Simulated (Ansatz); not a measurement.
**CH9AlOSi: nudged elastic band (part 2 of 2)**

Continued. System: CH9AlOSi. Method: UKS CAM-B3LYP/6-31G (Ansatz 0.2.0). The run did not end well. One setting was made poor on purpose. It belongs to a series of runs on one base structure; here: band between the two ends.

Geometry of the input (Å):
```
Al -0.2335  0.5883  -0.2510
Si 1.5347  0.5102  1.4505
C  -0.2241  -0.3918  -1.9453
O  -1.5830  1.6118  -0.0099
H  -1.2673  -2.1113  1.1614
H  -1.2934  -2.1875  0.4196
H  2.4479  1.7044  1.3829
H  0.9853  0.4731  2.8504
H  2.4090  -0.7029  1.2958
H  -1.2007  -0.8590  -2.1174
H  -0.0522  0.2987  -2.7804
H  0.5460  -1.1685  -1.9845
H  -2.0686  2.2342  0.5279
```

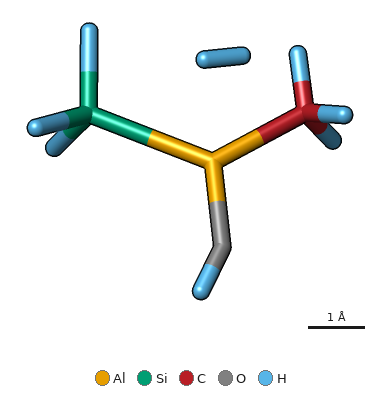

**Figure 1.** The structure as given in the input (stick view, seen on its broad side). Sticks mark near contacts.

```
Unfinished report: {"positions_ang":[[-0.7245648760769703,0.09868893871765581,-0.3160729232516158],[1.4183124117380035,0.11623662162239358,1.604519305466393],[-0.3153249479161463,-0.46452874776030084,-2.139346550498631],[-1.6792086479036532,1.4177391414045664,0.1178475207284108],[-0.09262995971036295,-0.8135088145633077,1.044152200917331],[-1.024637950796635,-1.2823171866877636,0.7295914865791884],[2.2267649560983234,1.333737302778576,1.2435028330206774],[0.8699988041542825,0.34937276210451873,2.9862621589487333],[2.379421824399859,-1.0360901523669714,1.7061886814511824],[-1.2140092342722213,-0.8946255441271348,-2.5981858907234363],[-0.023452516268367786,0.40208411702684155,-2.738268707558117],[0.48051253790159276,-1.2104325039441146,-2.199264030454764],[-2.3011824013477056,1.9836440657950423,0.5590759053746505]],"unchecked":["starts","cluster_reference","orbital_swaps","neighbouring_geometries","increment"],"mean_field":{"relativity":"none","state":{"energy":{"ev":-17699.733749114668,"hartree":-650.4532179695287},"converged":true,"gradient_ev":0.000011824636069008135,"stability":{"kind":"minimum","curvature_ev":6.427643913734859},"curvature_floor_ev":0.00030000000000000003,"spin_squared":-1.4210854715202004e-14},"others":[],"fillings":{"estimated":0,"unestimated":0,"tried":0,"untried":0,"excluded_magnetic_sites":0},"n_dropped_functions":0,"n_trapped_functions":0,"passes":{"evaluations":3,"products":25},"factors":{"origin":"Cholesky decomposition","count":835,"bound_ev":0.0001759581498514662},"gradient_stop_ev":0.00009,"reference_kind":"stationary","functional":{"name":"CAM-B3LYP","citations":["Yanai, Tew & Handy, Chem. Phys. Lett. 393, 51 (2004) doi:10.1016/j.cplett.2004.06.011","Iikura, Tsuneda, Yanai & Hirao, J. Chem. Phys. 115, 3540 (2001) doi:10.1063/1.1383587","Becke, Phys. Rev. A 38, 3098 (1988) doi:10.1103/PhysRevA.38.3098","Lee, Yang & Parr, Phys. Rev. B 37, 785 (1988) doi:10.1103/PhysRevB.37.785","Vosko, Wilk & Nusair, Can. J. Phys. 58, 1200 (1980) doi:10.1139/p80-159"],"text":"name \"CAM-B3LYP\"\ncite \"Yanai, Tew & Handy, Chem. Phys. Lett. 393, 51 (2004) doi:10.1016/j.cplett.2004.06.011\"\ncite \"Iikura, Tsuneda, Yanai & Hirao, J. Chem. Phys. 115, 3540 (2001) doi:10.1063/1.1383587\"\ncite \"Becke, Phys. Rev. A 38, 3098 (1988) doi:10.1103/PhysRevA.38.3098\"\ncite \"Lee, Yang & Parr, Phys. Rev. B 37, 785 (1988) doi:10.1103/PhysRevB.37.785\"\ncite \"Vosko, Wilk & Nusair, Can. J. Phys. 58, 1200 (1980) doi:10.1139/p80-159\"\nparameter alpha = 0.19\nparameter beta = 0.46\nparameter omega = 0.33/bohr\nparameter ac = 0.81\n# Exact exchange under (alpha + beta erf(omega r))/r, Becke's under what is left of 1/r.\nexchange = (1 - alpha - beta)*b88_x + beta*b88_x_sr(omega) + alpha*exact_x + beta*exact_x_lr(omega)\ncorrelation = (1 - ac)*vwn5_c + ac*lyp_c\n","parameters":{"ac":{"value":0.81,"default":0.81},"alpha":{"value":0.19,"default":0.19},"beta":{"value":0.46,"default":0.46},"omega":{"value":0.33,"default":0.33,"unit":"/bohr"}},"final_grid":{"core_spheres":13.0,"valence_spheres":11.0,"degree":36.0},"final_grid_parameter_source":"default","radial_points_factor":1.0,"radial_grid_error_ev":3.761455755150831e-7,"grid_sensitivity":"normal","grid_sensitivity_ratio":0.001105456905326488},"unsmoothed_excess_ev":-0.00014530507421302942,"symmetry":{"irreps":["A"],"axes":[[0.9999944756194526,0.0027891788784195513,0.0018080961699777486],[-0.0027953048229669803,0.9999903319884135,0.003394436720492887],[-0.001798610998078097,-0.0033994721482770262,0.9999926042664468]],"occupied":[{"A":25},{"A":25}]},"held":{"pivots":835,"left_out":0,"joined":0},"density_repulsion":{"missed_ev":0.0001689985505075362,"excess_ev":0.0,"most_excess_ev":0.000135,"are_drawn_again":false,"n_first_factors":835,"energy_change_ev":0.0,"n_dropped_ends":0}},"factors":{"origin":"Cholesky decomposition","count":835,"bound_ev":0.0001759581498514662},"n_frozen":0,"n_occupied":[25,25],"n_virtual":[37,37],"reference":{"ev":-17699.733749114668,"hartree":-650.4532179695287},"total":{"ev":-17699.733749114668,"hartree":-650.4532179695287},"forces_ev_per_angstrom":[[-0.07794930031257705,-0.12465663858486205,0.09574300789758845],[-0.038597087098605126,-0.03815493194118961,-0.010835844025281057],[0.06173658172822018,0.02544776740544575,0.020360173303930237],[0.01964851029186109,0.06923900082863038,-0.07005883119321765],[0.09645850788021887,0.05578946094205472,0.06770351560112857],[-0.11702671864461214,-0.10015130671971054,-0.14719783162594754],[-0.10299165906502754,-0.018418025284549094,-0.1065913278570096],[0.0530309458299387,0.036102206678730694,0.011075979282410985],[-0.002011237412072073,0.013444967772411153,-0.03898885599573729],[0.028334239549655416,0.031531323096014315,0.09006726181332687],[0.05043867891635752,0.009799681215423184,-0.019939891764370735],[0.026471382385930425,0.00304814037244364,0.04132748439610625],[0.00245715595097148,0.0369783542110847,0.06733516016446241]],"charge_distribution":{"dipole_moment_e_ang":[-0.2248864654673435,0.02739211757114306,-0.1879488294476669],"mulliken_charges_e":[1.0831583942809502,0.16875352636226282,-0.7652141799452448,-0.9093666566279381,-0.08820669238871415,-0.1556459204180669,-0.09278135891788675,-0.09103563936826653,-0.09191061218428409,0.1814299718925465,0.17657643570491777,0.17409239271833443,0.41015033889138175],"lowdin_charges_e":[0.586019668828909,0.16269510207041193,-0.5295203758380724,-0.5965447623824573,0.08247514224260222,-0.15144073459942642,-0.07617122799289233,-0.08794369276271863,-0.09192301693490368,0.13651905283847166,0.13463072835083045,0.13703478680903725,0.29416932937017237]},"n_threads":2,"memory_gib":2.556818182580173,"seconds":{"hamiltonian":7.120253846,"orbitals":0.0,"second_order":0.0,"solver_start":0.0,"cycles":0.0,"cycle":0.0,"perturbative":0.0,"full_ci_increment":0.0,"forces":0.0}}
this run last wrote the band of iteration 31 to [file]
Error: NEB band did not converge after 31 iterations: max|band force component| = 2.75e-1 eV/Å (threshold 5.0e-2); raise `neb.max_iterations` in a new run, which can start from the last band evaluated (`neb.initial_path`, with `crystal.atoms` and `neb.final_atoms` set to its first and last images), add images, or start from endpoints closer to local minima. Where this run's directory can be resumed (`checkpoint.write`), a resume goes on for up to `neb.max_iterations` more; to start a new run from the last band, take its images' positions from the `neb_iteration` event of iteration 31 (`data.images[].positions_ang`), in the event stream of the run that computed that iteration (not this run's, if it was resumed behind it). With `checkpoint.write`, `steps/00-neb/state/checkpoint.json` in the run directory holds the last saved band, under `neb.evaluated.images[].positions_ang` (a band under a hybrid functional on support functions is neither saved nor resumed: `neb.initial_path` says where its path is): check the last entry of `neb.iterations` there, which is earlier than 31 if that iteration was not saved or its write failed. If the band's step has no `state` directory and holds `state.next`, a write was cut short, and the file is under `state.next` instead (behind a loss of power it can be under `state.prev`)
this run wrote the band of iteration 31 to [file] as well, whether or not its events were kept: a new run's `neb.initial_path` can list its `images[].positions_ang`
a run's events are kept only if it was started with --events-out <file>, and are in that file
```

## The last band as extended XYZ (Å, eV, eV/Å)
```
13
Properties=species:S:1:pos:R:3:forces:R:3 image=0 energy=-17701.68473
Al   -0.2335    0.5883   -0.2510    0.0121  -0.0027  -0.0090
Si    1.5347    0.5102    1.4505    0.0099  -0.0034   0.0041
C    -0.2241   -0.3918   -1.9453   -0.0018  -0.0110  -0.0124
O    -1.5830    1.6118   -0.0099    0.0024  -0.0127  -0.0133
H    -1.2673   -2.1113    1.1614    0.0003  -0.0011  -0.0075
H    -1.2934   -2.1875    0.4196   -0.0009   0.0007   0.0075
H     2.4479    1.7044    1.3829   -0.0050   0.0042  -0.0019
H     0.9853    0.4731    2.8504   -0.0002  -0.0013   0.0002
H     2.4090   -0.7029    1.2958   -0.0035  -0.0016   0.0003
H    -1.2007   -0.8590   -2.1174    0.0156   0.0075   0.0014
H    -0.0522    0.2987   -2.7804   -0.0012  -0.0107   0.0136
H     0.5460   -1.1685   -1.9845   -0.0134   0.0127   0.0006
H    -2.0686    2.2342    0.5279   -0.0142   0.0194   0.0164
13
Properties=species:S:1:pos:R:3:forces:R:3 image=1 energy=-17701.66598
Al   -0.2739    0.5236   -0.2504    0.0236   0.0193  -0.0032
Si    1.4920    0.4259    1.4644    0.0055   0.0177  -0.0116
C    -0.2395   -0.4014   -1.9804    0.0173   0.0082   0.0136
O    -1.6246    1.5383    0.0058    0.0031   0.0019  -0.0216
H    -0.9759   -1.7586    1.1720   -0.0276  -0.0452   0.0205
H    -1.2261   -1.9836    0.5061   -0.0210  -0.0344  -0.0042
H     2.4282    1.6002    1.3855    0.0106   0.0140  -0.0036
H     0.9475    0.4172    2.8681   -0.0278   0.0073  -0.0267
H     2.3478   -0.8057    1.3441   -0.0189   0.0043  -0.0335
H    -1.1992   -0.8882   -2.1878    0.0033   0.0226   0.0467
H    -0.0765    0.3253   -2.7858    0.0081   0.0019   0.0068
H     0.5509   -1.1553   -2.0426    0.0055  -0.0029   0.0029
H    -2.1508    2.1623    0.5010    0.0184  -0.0146   0.0140
13
Properties=species:S:1:pos:R:3:forces:R:3 image=2 energy=-17701.56434
Al   -0.3114    0.4662   -0.2589    0.0956   0.0739   0.0061
Si    1.4586    0.3501    1.4740    0.0157   0.0626  -0.0445
C    -0.2570   -0.4103   -2.0214    0.0439   0.0289   0.0390
O    -1.6676    1.4574    0.0315    0.0155   0.0068  -0.0517
H    -0.6885   -1.4242    1.1370   -0.1056  -0.1757   0.0670
H    -1.1594   -1.7607    0.6655   -0.0962  -0.1396  -0.0076
H     2.4293    1.4920    1.3948    0.0524   0.0434   0.0061
H     0.9047    0.3639    2.8774   -0.0531   0.0396  -0.0782
H     2.2809   -0.9117    1.4038   -0.0425   0.0298  -0.0934
H    -1.1978   -0.9153   -2.2706    0.0024   0.0514   0.1232
H    -0.1021    0.3533   -2.7939    0.0187   0.0033   0.0010
H     0.5542   -1.1398   -2.1068    0.0155   0.0009   0.0115
H    -2.2440    2.0791    0.4676    0.0375  -0.0253   0.0215
13
Properties=species:S:1:pos:R:3:forces:R:3 image=3 energy=-17701.09778
Al   -0.4151    0.3400   -0.2744    0.7607   0.5318   0.1100
Si    1.4294    0.2527    1.5005   -0.0190   0.2698  -0.2782
C    -0.2942   -0.4400   -2.0848    0.0354   0.0316   0.1133
O    -1.7017    1.3892    0.0816   -0.0706  -0.1047  -0.0817
H    -0.4152   -1.1234    1.0696   -0.7345  -0.7267   0.0364
H    -1.0515   -1.4595    0.8046   -0.0172  -0.3260   0.2011
H     2.3771    1.3959    1.3484    0.2053   0.1432   0.0783
H     0.8638    0.3419    2.9063   -0.0534   0.0531  -0.2143
H     2.2831   -1.0002    1.5532   -0.1672   0.0924  -0.1961
H    -1.2131   -0.9142   -2.4478   -0.0270   0.0598   0.1924
H    -0.0762    0.3852   -2.7751    0.0183  -0.0133  -0.0013
H     0.5192   -1.1667   -2.1746    0.0157   0.0060   0.0317
H    -2.3058    1.9991    0.4926    0.0535  -0.0170   0.0083
13
Properties=species:S:1:pos:R:3:forces:R:3 image=4 energy=-17699.73360
Al   -0.7246    0.0987   -0.3161   -0.0779  -0.1247   0.0957
Si    1.4183    0.1162    1.6045   -0.0386  -0.0382  -0.0108
C    -0.3153   -0.4645   -2.1393    0.0617   0.0254   0.0204
O    -1.6792    1.4177    0.1178    0.0196   0.0692  -0.0701
H    -0.0926   -0.8135    1.0442    0.0965   0.0558   0.0677
H    -1.0246   -1.2823    0.7296   -0.1170  -0.1002  -0.1472
H     2.2268    1.3337    1.2435   -0.1030  -0.0184  -0.1066
H     0.8700    0.3494    2.9863    0.0530   0.0361   0.0111
H     2.3794   -1.0361    1.7062   -0.0020   0.0134  -0.0390
H    -1.2140   -0.8946   -2.5982    0.0283   0.0315   0.0901
H    -0.0235    0.4021   -2.7383    0.0504   0.0098  -0.0199
H     0.4805   -1.2104   -2.1993    0.0265   0.0030   0.0413
H    -2.3012    1.9836    0.5591    0.0025   0.0370   0.0673
13
Properties=species:S:1:pos:R:3:forces:R:3 image=5 energy=-17700.97493
Al   -0.9627   -0.0573   -0.3374   -0.7027  -0.4198  -0.1002
Si    1.4679    0.0728    1.7156    0.1830  -0.1429   0.3676
C    -0.3216   -0.4573   -2.1372   -0.0300   0.0372  -0.0155
O    -1.6308    1.4510    0.0989    0.1135   0.0707  -0.1006
H     0.2470   -0.5628    1.0589    0.9283   0.6896  -0.0487
H    -1.2369   -1.3150    0.6291   -0.7022  -0.1751  -0.3082
H     2.1602    1.2978    1.1952   -0.3199  -0.1104  -0.2462
H     0.9012    0.3639    3.0569    0.1480   0.0409   0.2763
H     2.4245   -1.0634    1.7163    0.2292  -0.0747   0.1666
H    -1.2039   -0.9223   -2.6011    0.0684  -0.0143  -0.1682
H    -0.0404    0.4010   -2.7501    0.0243   0.0565   0.0477
H     0.4829   -1.1993   -2.1768   -0.0083   0.0474   0.0869
H    -2.2875    1.9910    0.5316    0.0683  -0.0050   0.0425
13
Properties=species:S:1:pos:R:3:forces:R:3 image=6 energy=-17701.50273
Al   -1.0955   -0.1699   -0.3524   -0.1544  -0.0682  -0.0428
Si    1.5154    0.1072    1.7555    0.0904   0.0002   0.0668
C    -0.3695   -0.4864   -2.1423   -0.0537  -0.0150  -0.0058
O    -1.5282    1.4258    0.1210   -0.0159  -0.0210  -0.0507
H     0.4696   -0.5375    0.9045    0.1861   0.1194  -0.1409
H    -1.5393   -1.3950    0.5756   -0.2928  -0.0598  -0.0749
H     2.0807    1.3206    1.1000   -0.0362  -0.0001  -0.0338
H     0.8270    0.4499    3.0319    0.0905   0.0046   0.0770
H     2.5544   -0.9502    1.9050    0.1130   0.0178   0.1541
H    -1.2280   -0.7980   -2.7525    0.0390  -0.0165  -0.1400
H     0.0783    0.3837   -2.6305   -0.0223   0.0330   0.1072
H     0.3535   -1.3093   -2.1685   -0.0160   0.0143   0.0578
H    -2.1183    1.9591    0.6528    0.0724  -0.0088   0.0261
13
Properties=species:S:1:pos:R:3:forces:R:3 image=7 energy=-17701.64673
Al   -1.1825   -0.2492   -0.3734   -0.0523  -0.0228  -0.0156
Si    1.5152    0.1584    1.7275    0.0269   0.0010   0.0122
C    -0.4043   -0.5168   -2.1481   -0.0202  -0.0045  -0.0014
O    -1.4158    1.3656    0.1824   -0.0079  -0.0126  -0.0153
H     0.6192   -0.6509    0.8309    0.0703   0.0288  -0.0595
H    -1.8094   -1.4385    0.4956   -0.0876  -0.0193  -0.0225
H     2.0059    1.3590    0.9943   -0.0204   0.0040  -0.0133
H     0.7168    0.5448    2.9268    0.0254   0.0053   0.0148
H     2.6555   -0.7343    2.0932    0.0259   0.0077   0.0613
H    -1.2174   -0.5856   -2.8821    0.0156  -0.0005  -0.0464
H     0.2460    0.3050   -2.4620   -0.0128   0.0148   0.0551
H     0.1642   -1.4512   -2.2080   -0.0063   0.0005   0.0222
H    -1.8934    1.8938    0.8230    0.0433  -0.0024   0.0086
13
Properties=species:S:1:pos:R:3:forces:R:3 image=8 energy=-17701.68395
Al   -1.3181   -0.3086   -0.4222    0.0111   0.0080   0.0011
Si    1.5446    0.2137    1.7096   -0.0011   0.0032   0.0064
C    -0.4452   -0.5436   -2.1539   -0.0063  -0.0005   0.0101
O    -1.3246    1.2771    0.2502   -0.0053  -0.0133  -0.0037
H     0.8186   -0.7555    0.8162    0.0013   0.0011   0.0014
H    -2.1230   -1.4551    0.3555   -0.0004   0.0020  -0.0011
H     1.9585    1.4018    0.9107   -0.0009   0.0011  -0.0023
H     0.6384    0.6123    2.8275   -0.0043  -0.0016  -0.0039
H     2.7477   -0.4858    2.2603    0.0049  -0.0042  -0.0011
H    -1.1585   -0.3915   -2.9732   -0.0011   0.0020  -0.0041
H     0.3632    0.1813   -2.2881    0.0013   0.0003  -0.0008
H    -0.0308   -1.5512   -2.2631   -0.0008  -0.0012  -0.0009
H    -1.6706    1.8051    0.9705    0.0016   0.0030  -0.0011
```

## Outcome

```csv
quantity,value
outcome,not converged
"barrier, forward (band not converged)",1.951 eV
"barrier, backward",1.950 eV
hardware,"2 threads of Intel Xeon @ 2.50GHz (Skylake/Cascade Lake), 189 GiB of memory available, shared host"
wall time,25 min (CPU time 46 min)
peak memory,0.26 GiB
```

## Diagnosis

The run did not converge: “NEB band did not converge after 31 iterations: max|band force component| = 2.75e-1 eV/Å (threshold 5.0e-2); raise `neb.max_iterations` in a new run, which can start from the last band evaluated (`neb.initial_path`, with `crystal.atoms` and `neb.final_atoms` set to its first and last images), add images, or start from endpoints closer to local minima …” Its last values are not results. A deliberately poor setting: step length.
